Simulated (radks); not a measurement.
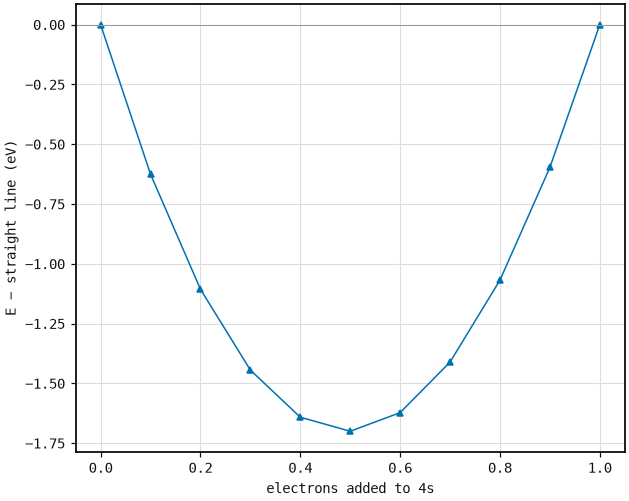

The calculation used the in-house radial solver radks at this level: scalar-relativistic Kohn-Sham, BLYP, spin-unpolarised, spherical densities, point nucleus. The occupation of the 4s shell is varied from Tc⁺ ([Ar] 3d10 4s1 4p6 4d5 5s2) to Tc ([Kr] 4d5 5s2), with spherical fractional occupations. The plot shows the total energy less the straight line between the end points.

Question: Is the energy convex or concave in the occupation, and by how much?

Answer: The curve is convex (below the straight line), with the largest deviation among the points computed, −1.70 eV, at 0.5. The end points differ by 79.8 eV, the energy to take the electron out. Convexity is the delocalisation error: fractional charges are too low in energy. The shell lies under occupied ones, so the straight line is a guide here rather than an exact condition.
